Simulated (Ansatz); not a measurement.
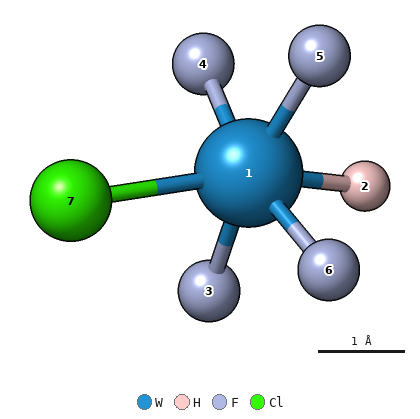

Fig. 1: The input geometry (ball-and-stick view, seen at a tilt; atoms are numbered from 1 in the order of the input). Sticks mark near contacts.

# Run report: WHClF4, nudged elastic band

System: WHClF4.
Method: RKS PBE0/def2-SVP (Ansatz 0.2.0).

It belongs to a series of runs on one base structure; here: band between the two ends. Figures and captions count atoms from 1; the log counts them from 0 in places.

The input
```yaml
crystal:
  periodic: [false, false, false]
  atoms:
    - { symbol: W, position_ang: [0.048942, 0.0, 0.003518] }
    - { symbol: H, position_ang: [0.299364, 0.0, 1.695261] }
    - { symbol: F, position_ang: [1.894721, 0.0, 0.17891] }
    - { symbol: F, position_ang: [-0.039733, 1.822171, 0.207399] }
    - { symbol: F, position_ang: [-1.770599, 0.0, 0.267788] }
    - { symbol: F, position_ang: [-0.039733, -1.822171, 0.207399] }
    - { symbol: Cl, position_ang: [0.416539, 0.0, -2.290675] }
basis:
  gaussian: { orbitals: def2-SVP }
hamiltonian:
  xc: pbe0
neb:
  order_check: false
  images: 5
  f_tol: 0.05
  max_iterations: 60
  final_atoms:
    - { symbol: W, position_ang: [-0.49498344, 5.952e-05, -0.17350197] }
    - { symbol: H, position_ang: [1.77222978, -0.00050451, 1.49539867] }
    - { symbol: F, position_ang: [1.82592849, 0.00018846, 0.56590093] }
    - { symbol: F, position_ang: [-0.39201134, 1.79778251, 0.20644232] }
    - { symbol: F, position_ang: [-2.33739706, 1.281e-05, 0.00197652] }
    - { symbol: F, position_ang: [-0.3921192, -1.79758249, 0.20692335] }
    - { symbol: Cl, position_ang: [0.82785377, 4.37e-05, -2.03353983] }
  initial_path:
    images:
      - { positions_ang: [[0.048942, 0.0, 0.003518], [0.299364, 0.0, 1.695261], [1.894721, 0.0, 0.17891], [-0.039733, 1.822171, 0.207399], [-1.770599, 0.0, 0.267788], [-0.039733, -1.822171, 0.207399], [0.416539, 0.0, -2.290675]] }
      - { positions_ang: [[0.0325942, 0.0, 0.00244741], [0.47846791, 0.0, 1.70630646], [1.87303134, 0.0, 0.42752873], [-0.02652247, 1.83144733, 0.13836808], [-1.79709764, 0.0, 0.1802597], [-0.02652247, -1.83144733, 0.13836808], [0.27555012, 0.0, -2.32367846]] }
      - { positions_ang: [[0.0162464, 0.0, 0.00137682], [0.65757181, 0.0, 1.71735192], [1.85134168, 0.0, 0.67614746], [-0.01331193, 1.84072367, 0.06933716], [-1.82359628, 0.0, 0.09273141], [-0.01331193, -1.84072367, 0.06933716], [0.13456125, 0.0, -2.35668193]] }
      - { positions_ang: [[-0.0001014, 0.0, 0.00030624], [0.83667572, 0.0, 1.72839738], [1.82965202, 0.0, 0.92476619], [-0.0001014, 1.85, 0.00030624], [-1.85009492, 0.0, 0.00520311], [-0.0001014, -1.85, 0.00030624], [-0.00642763, 0.0, -2.38968539]] }
      - { positions_ang: [[-0.16506208, 1.984e-05, -0.05762983], [1.14852707, -0.00016817, 1.65073114], [1.82841084, 6.282e-05, 0.80514444], [-0.13073805, 1.83259417, 0.06901827], [-2.01252896, 4.27e-06, 0.00412758], [-0.130774, -1.8325275, 0.06917861], [0.27166617, 1.457e-05, -2.2709702]] }
      - { positions_ang: [[-0.33002276, 3.968e-05, -0.1155659], [1.46037843, -0.00033634, 1.57306491], [1.82716966, 0.00012564, 0.68552268], [-0.26137469, 1.81518834, 0.13773029], [-2.17496301, 8.54e-06, 0.00305205], [-0.2614466, -1.81505499, 0.13805098], [0.54975997, 2.913e-05, -2.15225502]] }
      - { positions_ang: [[-0.49498344, 5.952e-05, -0.17350197], [1.77222978, -0.00050451, 1.49539867], [1.82592849, 0.00018846, 0.56590093], [-0.39201134, 1.79778251, 0.20644232], [-2.33739706, 1.281e-05, 0.00197652], [-0.3921192, -1.79758249, 0.20692335], [0.82785377, 4.37e-05, -2.03353983]] }
```

Run as:
```bash
ansatz run input.yaml --threads 2 --pin off --max-ram 3072MiB --backend cpu --events-out ev --progress --plain --runs-dir out
```

The program's output
```
Engine: ansatz 0.2.0, aarch64-unknown-linux-gnu
Functional definition: PBE0
  parameter a = 0.25
  parameter kappa = 0.804
  parameter beta = 0.06672455060314922
  exchange = (1 - a)*pbe_x(kappa = kappa, mu = beta*pi^2/3) + a*exact_x
  correlation = pbe_c(beta = beta)
1133 factors; integrals over basis functions are off by at most 1.9e-4 eV
mean field evaluation 1: about -25200.2975 eV, gradient 7.1e1 eV
mean field evaluation 2: about -25119.5809 eV, gradient 2.3e2 eV
mean field evaluation 4: about -25209.4454 eV, gradient 1.4e1 eV
mean field evaluation 8: about -25209.8496 eV, gradient 3.8e-1 eV
mean field evaluation 16: about -25209.8500 eV, gradient 1.8e-4 eV
mean field -25209.85002391 eV, -926.4449005288 hartree, gradient 5.7e-5 eV, S^2 0.000000; 0 other end points of the search recorded, 0 dependent functions left out
the calculation of the forces begins
reference -25209.85007766 eV, -926.4449025040 hartree; 34, 34 occupied and 77, 77 virtual orbitals, 1133 factors
1135 factors; integrals over basis functions are off by at most 1.4e-3 eV
mean field evaluation 32: about -25208.9067 eV, gradient 9.3e-3 eV
mean field -25208.90669357 eV, -926.4102337779 hartree, gradient 3.5e-5 eV, S^2 0.000000; 0 other end points of the search recorded, 0 dependent functions left out
[... from here on the field's lines of each further geometry are left out, up to the last ...]
NEB iter   1: max|band force component| = 2.409e0 eV/Å  barrier→ = 3.2747 eV  barrier← = 2.3314 eV  Δτ_max = 0.2000 Å  (357 SCF iters)
NEB iter   2: max|band force component| = 2.150e0 eV/Å  barrier→ = 2.6307 eV  barrier← = 1.6874 eV  Δτ_max = 0.2000 Å  (232 SCF iters)
NEB iter   3: max|band force component| = 1.786e0 eV/Å  barrier→ = 2.0534 eV  barrier← = 1.1101 eV  Δτ_max = 0.1010 Å  (207 SCF iters)
NEB iter   4: max|band force component| = 1.756e0 eV/Å  barrier→ = 1.7279 eV  barrier← = 0.7845 eV  Δτ_max = 0.1014 Å  (193 SCF iters)
NEB iter   5: max|band force component| = 1.099e0 eV/Å  barrier→ = 1.4560 eV  barrier← = 0.5127 eV  Δτ_max = 0.1443 Å  (200 SCF iters)
NEB iter   6: max|band force component| = 1.658e0 eV/Å  barrier→ = 1.2571 eV  barrier← = 0.3138 eV  Δτ_max = 0.0732 Å  (188 SCF iters)
NEB iter   7: max|band force component| = 7.768e-1 eV/Å  barrier→ = 1.1394 eV  barrier← = 0.1960 eV  Δτ_max = 0.0676 Å  (193 SCF iters)
NEB iter   8: max|band force component| = 4.800e-1 eV/Å  barrier→ = 1.1289 eV  barrier← = 0.1855 eV  CI = image 4  Δτ_max = 0.0728 Å  (191 SCF iters)
NEB iter   9: max|band force component| = 4.919e-1 eV/Å  barrier→ = 1.1884 eV  barrier← = 0.2451 eV  CI = image 4  Δτ_max = 0.0731 Å  (189 SCF iters)
NEB iter  10: max|band force component| = 3.809e-1 eV/Å  barrier→ = 1.2419 eV  barrier← = 0.2986 eV  CI = image 4  Δτ_max = 0.0359 Å  (187 SCF iters)
NEB iter  11: max|band force component| = 3.081e-1 eV/Å  barrier→ = 1.2443 eV  barrier← = 0.3010 eV  CI = image 4  Δτ_max = 0.0288 Å  (191 SCF iters)
NEB iter  12: max|band force component| = 6.906e-2 eV/Å  barrier→ = 1.2418 eV  barrier← = 0.2985 eV  CI = image 4  Δτ_max = 0.0105 Å  (194 SCF iters)
the calculation of the forces begins
reference -25208.83226853 eV, -926.4074987083 hartree; 34, 34 occupied and 77, 77 virtual orbitals, 1135 factors
1133 factors; integrals over basis functions are off by at most 1.3e-3 eV
mean field evaluation 704: about -25133.7781 eV, gradient 2.1e2 eV
mean field -25208.60843294 eV, -926.3992729022 hartree, gradient 2.3e-5 eV, S^2 0.000000; 1 other end points of the search recorded, 0 dependent functions left out
the calculation of the forces begins
reference -25208.60848475 eV, -926.3992748060 hartree; 34, 34 occupied and 77, 77 virtual orbitals, 1133 factors
NEB iter  13: max|band force component| = 3.307e-2 eV/Å  barrier→ = 1.2416 eV  barrier← = 0.2983 eV  CI = image 4  Δτ_max = 0.0000 Å  (357 SCF iters)
```

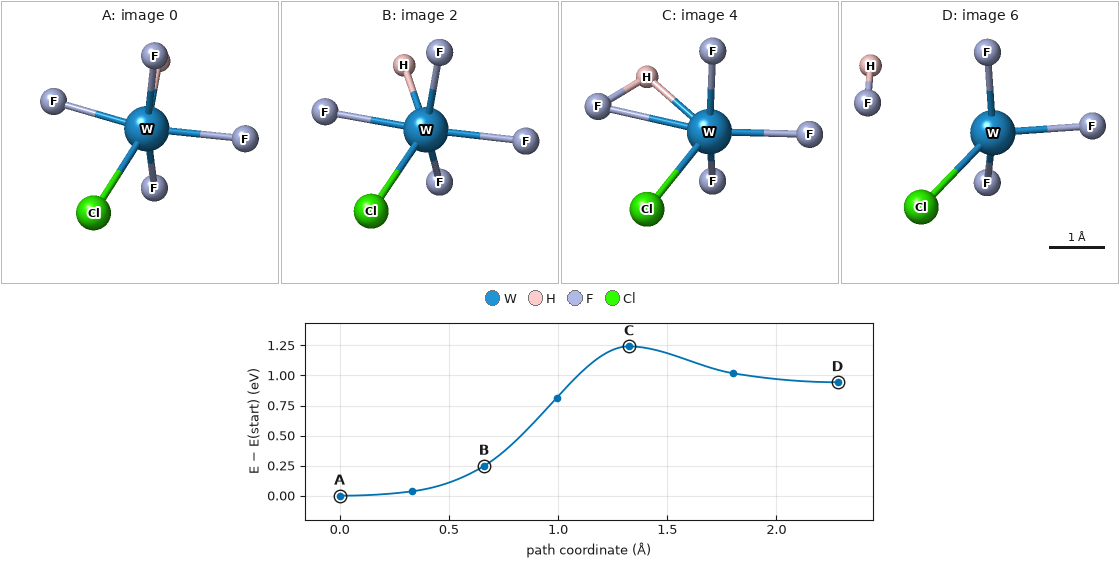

Fig. 2: Images of the last band (counted from 0; ball-and-stick, seen at a tilt) above the energy along the path; the line is a cubic interpolation that uses the forces. The highest image is number 4, 1.242 eV above the start and 0.298 eV above the end (the climbing image); the end lies 0.943 eV above the start. The path is 2.28 Å long. The band converged in 13 iterations.

```
Total energy: -25208.60848475 eV, -926.3992748060 hartree
Atom 0 at    -0.233670     0.000005    -0.041638 Å, force    -0.005120     0.000115     0.031338 eV/Å
Atom 1 at     1.029963    -0.000031     1.223658 Å, force     0.005306     0.000105    -0.012884 eV/Å
Atom 2 at     1.870809     0.000002     0.410939 Å, force    -0.016212    -0.000055     0.002123 eV/Å
Atom 3 at    -0.261454     1.792831     0.350338 Å, force     0.001705     0.006804    -0.015516 eV/Å
Atom 4 at    -2.088653     0.000028     0.047595 Å, force     0.003210     0.000010     0.006158 eV/Å
Atom 5 at    -0.261502    -1.792812     0.350364 Å, force     0.001712    -0.006963    -0.015559 eV/Å
Atom 6 at     0.754008    -0.000022    -2.071656 Å, force     0.009400    -0.000015     0.004340 eV/Å
Dipole moment:    -0.034144    -0.000011     0.119570 e Å
this run last wrote the band of iteration 13 to [file]
```

The last band as extended XYZ (Å, eV, eV/Å)
```
7
Properties=species:S:1:pos:R:3:forces:R:3 image=0 energy=-25209.85002
W     0.0489    0.0000    0.0035    0.0287   0.0000  -0.0208
H     0.2994    0.0000    1.6953    0.0002   0.0000   0.0209
F     1.8947    0.0000    0.1789   -0.0217   0.0000  -0.0059
F    -0.0397    1.8222    0.2074   -0.0044  -0.0001   0.0046
F    -1.7706    0.0000    0.2678    0.0040   0.0000  -0.0040
F    -0.0397   -1.8222    0.2074   -0.0044   0.0001   0.0046
Cl    0.4165    0.0000   -2.2907   -0.0023   0.0000   0.0005
7
Properties=species:S:1:pos:R:3:forces:R:3 image=1 energy=-25209.81395
W     0.0285    0.0000    0.0137    0.0434   0.0000   0.0014
H     0.4639    0.0000    1.6530   -0.1659   0.0000   0.1100
F     1.8985    0.0000    0.1024    0.0044   0.0000  -0.0032
F    -0.1226    1.8018    0.3214    0.0734   0.0102  -0.0357
F    -1.8182    0.0000    0.1073    0.0606   0.0000   0.0239
F    -0.1226   -1.8018    0.3214    0.0734  -0.0101  -0.0357
Cl    0.4821    0.0000   -2.2495   -0.0892   0.0000  -0.0607
7
Properties=species:S:1:pos:R:3:forces:R:3 image=2 energy=-25209.60173
W    -0.0251    0.0000    0.0116    0.3167   0.0000   0.0528
H     0.6607    0.0000    1.5198   -0.6799   0.0000   0.6305
F     1.8931    0.0000    0.1171    0.0086   0.0000  -0.3759
F    -0.2162    1.7892    0.3634    0.1266  -0.0024  -0.0091
F    -1.8942    0.0000    0.0664    0.3525   0.0000  -0.0400
F    -0.2162   -1.7892    0.3634    0.1266   0.0024  -0.0092
Cl    0.6076    0.0000   -2.1721   -0.2511   0.0000  -0.2491
7
Properties=species:S:1:pos:R:3:forces:R:3 image=3 energy=-25209.03689
W    -0.1167    0.0000   -0.0010    0.7157   0.0000   0.2208
H     0.8415    0.0000    1.3486   -1.2404   0.0000   0.8600
F     1.8913    0.0000    0.2334    0.0985   0.0000  -0.9849
F    -0.2540    1.7914    0.3614    0.0255  -0.0021   0.0287
F    -1.9954    0.0000    0.0648    0.5665   0.0000  -0.0344
F    -0.2540   -1.7914    0.3614    0.0255   0.0020   0.0286
Cl    0.6968    0.0000   -2.0990   -0.1914   0.0000  -0.1188
7
Properties=species:S:1:pos:R:3:forces:R:3 image=4 energy=-25208.60843
W    -0.2337    0.0000   -0.0416   -0.0051   0.0001   0.0313
H     1.0300    0.0000    1.2237    0.0053   0.0001  -0.0129
F     1.8708    0.0000    0.4109   -0.0162  -0.0001   0.0021
F    -0.2615    1.7928    0.3503    0.0017   0.0068  -0.0155
F    -2.0887    0.0000    0.0476    0.0032   0.0000   0.0062
F    -0.2615   -1.7928    0.3504    0.0017  -0.0070  -0.0156
Cl    0.7540    0.0000   -2.0717    0.0094   0.0000   0.0043
7
Properties=species:S:1:pos:R:3:forces:R:3 image=5 energy=-25208.83222
W    -0.3995    0.0000   -0.1364   -0.1033  -0.0001  -0.0524
H     1.3752    0.0000    1.3528    0.2397   0.0000   0.0578
F     1.8504    0.0000    0.5315   -0.0248   0.0000   0.0836
F    -0.2971    1.7925    0.2675   -0.0215   0.0005  -0.0529
F    -2.2388    0.0001    0.0474   -0.0949   0.0000   0.0148
F    -0.2971   -1.7925    0.2675   -0.0215  -0.0004  -0.0529
Cl    0.8165   -0.0001   -2.0607    0.0263   0.0000   0.0020
7
Properties=species:S:1:pos:R:3:forces:R:3 image=6 energy=-25208.90669
W    -0.4950    0.0001   -0.1735    0.0034   0.0002   0.0057
H     1.7722   -0.0005    1.4954   -0.0021   0.0002   0.0009
F     1.8259    0.0002    0.5659    0.0084  -0.0004  -0.0036
F    -0.3920    1.7978    0.2064    0.0004   0.0151   0.0027
F    -2.3374    0.0000    0.0020   -0.0180   0.0003  -0.0013
F    -0.3921   -1.7976    0.2069    0.0012  -0.0152   0.0023
Cl    0.8279    0.0000   -2.0335    0.0066  -0.0003  -0.0068
```

Summary

| quantity | value |
| --- | --- |
| outcome | converged |
| barrier, forward | 1.242 eV |
| barrier, backward | 0.298 eV |
| hardware | 2 threads of Arm Neoverse V1, 24 GiB of memory available, shared host |
| wall time | 4.8 min (CPU time 9.4 min) |
| peak memory | 0.3 GiB |

The order of the saddle point was not checked.
